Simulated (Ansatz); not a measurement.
The starting structures come from a database of crystals and need not be the phases stable at ambient conditions.

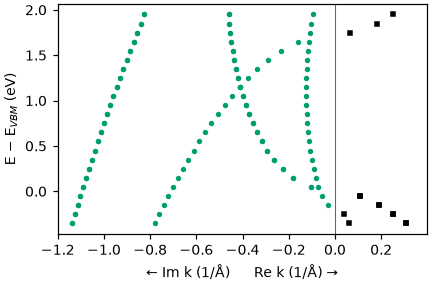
Fig. 1. Complex bands at the centre of the two-dimensional zone; r2SCAN run with Ansatz (a program for electronic structure)

The gap is the functional's own. No spin-orbit coupling. Mid-gap values are interpolated on the energy grid.

Q: This is GaP (P6_3mc, wurtzite, not sure to be the ambient phase, 4 atoms a cell, 20.2 Å³ an atom) along the normal of (001). Read off the slowest decay at the centre of the two-dimensional zone at 0.85 eV, the computed energy nearest the middle of the gap.

A: κ ≈ 0.12 1/Å, a decay length 1/(2κ) of the density of 4.1 Å.
